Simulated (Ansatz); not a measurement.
**CH2SiSn (charge +1, doublet): density, localisation and related maps**

```json
{"atom": "C", "x (Å)": "0.4566", "y (Å)": "-0.0502", "z (Å)": "-0.3166"}
{"atom": "Si", "x (Å)": "1.4443", "y (Å)": "-0.0417", "z (Å)": "1.1980"}
{"atom": "Sn", "x (Å)": "-1.3548", "y (Å)": "0.9576", "z (Å)": "0.7184"}
{"atom": "H", "x (Å)": "0.7267", "y (Å)": "0.7877", "z (Å)": "-1.0012"}
{"atom": "H", "x (Å)": "0.2298", "y (Å)": "-0.9445", "z (Å)": "-0.9228"}
```

Geometry: PBE0-D3(BJ)/def2-SVP; core potentials replace the inner electrons of Sn.

Theory: isolated molecule in a Gaussian basis; Kohn-Sham density functional theory, functional PBE0 (Ansatz).

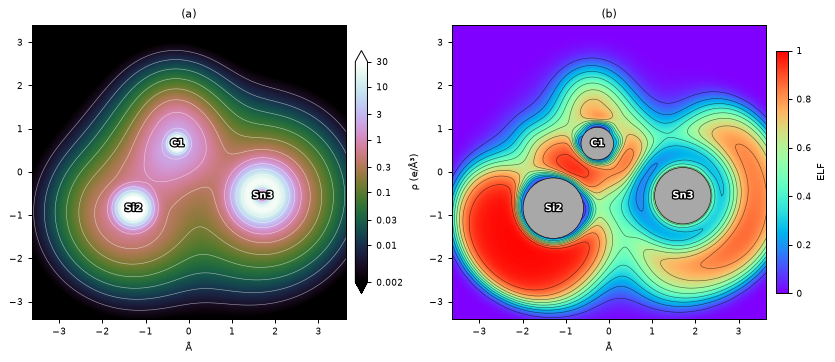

Figure 1. (a) electron density; (b) electron localisation function on the plane of atoms C1, Sn3 and Si2. Grey discs cover the atomic cores in the ELF map.

Question: What does the map show?

Answer:
- The plane passes through C, Si and Sn nuclei.
- C–Si (1.81 Å): ρ is about 1 e/Å³ halfway; the ELF peaks at about 0.95 between the atoms: localised, covalent bonding.
- C–Sn (2.32 Å): the density is about 0.5 e/Å³ at the midpoint; the ELF peaks at about 0.85 in the valence shell of C, 0.8 Å from its nucleus, and drops to about 0.20 between the two atoms.
- Si–Sn (3.01 Å): the density is about 0.26 e/Å³ at the midpoint; the ELF peaks at about 0.55 in the valence shell of Si, 1.1 Å from its nucleus, and is about 0.45 at the midpoint.
- The ELF also peaks beside Si2, away from the bonds: non-bonding electrons, paired or unpaired.

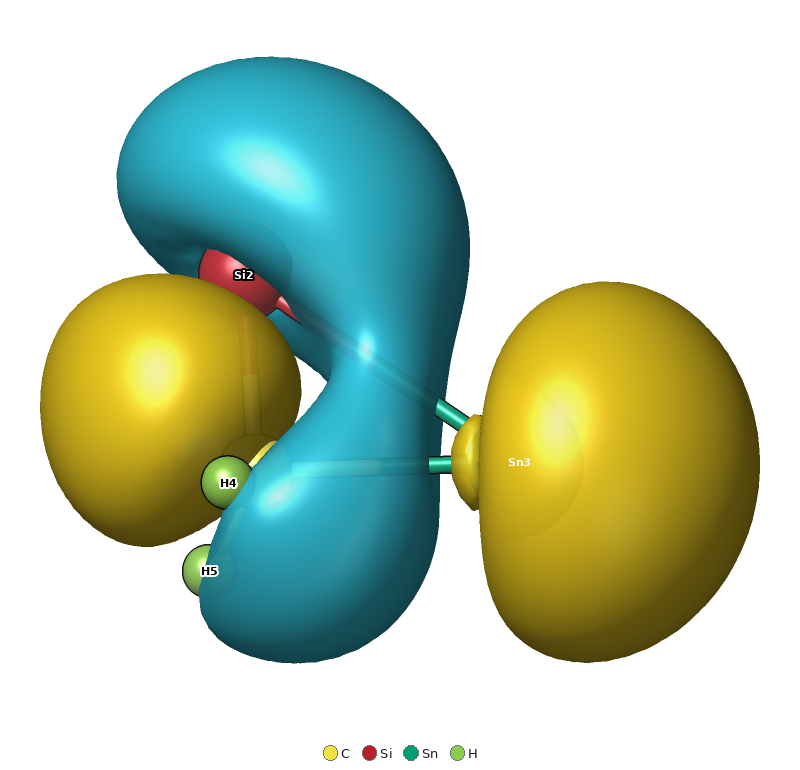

Figure 2. The HOMO−1 (α) at ±0.06 Å⁻³ᐟ² (yellow and cyan are the two phases), seen at a tilt.

Question: Describe this orbital and give its energy.

Answer: Its weight (Hirshfeld) is mainly on Si2 (about 35 %), C1 (about 30 %) and Sn3 (about 30 %). Its energy is −12.32 eV.

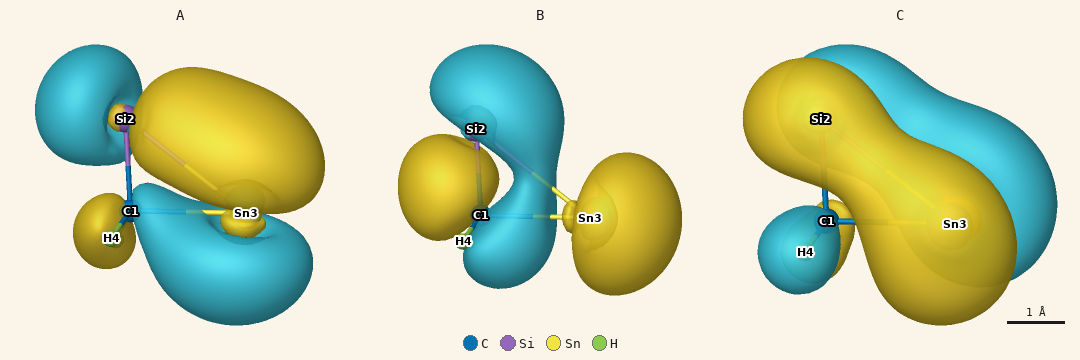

Figure 3. Three frontier orbitals at ±0.08 Å⁻³ᐟ² (yellow and cyan are the two phases), in no order.

Question: Order the three orbitals by energy and name them. All are α orbitals.

Answer: B is the HOMO−1 (α) (−12.32 eV). By Hirshfeld shares it lies mainly on Si2 (about 35 %), C1 (about 30 %) and Sn3 (about 30 %). A is the HOMO (α) (−10.66 eV). Its weight (Hirshfeld) is mainly on Sn3 (about 60 %), Si2 (about 30 %) and C1 (about 10 %). C is the LUMO (α) (−8.34 eV). It lies mainly on Sn3 (about 60 %), Si2 (about 30 %) and C1 (about 5 %); π-bonding across Sn3–Si2.

Question: What is the gap between the highest occupied and lowest empty α orbitals?

Answer: 2.32 eV between the orbital energies.
